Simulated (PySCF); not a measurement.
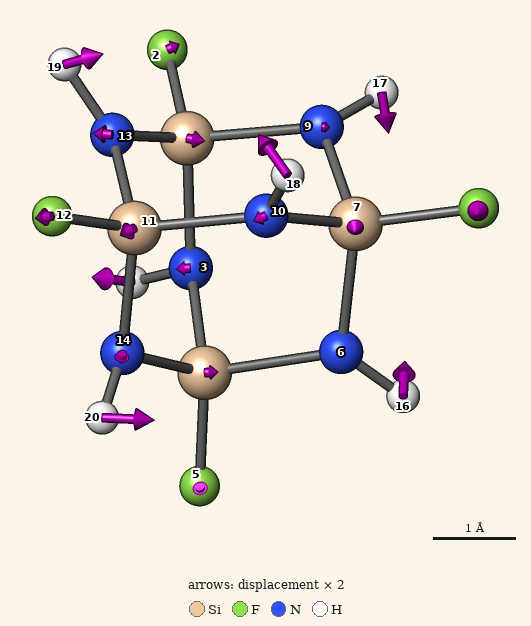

A relaxation of Si4N6H6F4. The starting structure is drawn; purple arrows show the displacements, magnified 2 times. The two geometries are superimposed by the best rigid fit.

A ball-and-stick model, seen from a free direction.

The start comes from GFN2-xTB. Its atoms were then displaced at random by about 0.03 Å.

All numbers below come from PBE0-D3(BJ)/def2-SVP geometry optimisation, gas phase in PySCF 2.14.0, density-fitted response routines. 

What happened in the run?

Answer. Over 18 geometry steps the energy falls by 1.259 eV. An H atom moves most after the best rigid fit: 0.37 Å. Largest moves by element: H 0.37 Å, F 0.17 Å, N 0.13 Å, Si 0.13 Å. Near-neighbour distances that change, for instance: N–Si 1.831 → 1.733 Å, N–Si 1.650 → 1.735 Å, N–Si 1.667 → 1.751 Å, F–Si 1.526 → 1.610 Å. Bond angles that change, for instance: Si–N–H 123.8° → 115.1°, Si–N–H 119.2° → 111.3°, Si–N–Si 119.6° → 111.9°. The run took 6.5 min on 2 threads of AMD EPYC 9R45 96-Core Processor, with other jobs on the host.
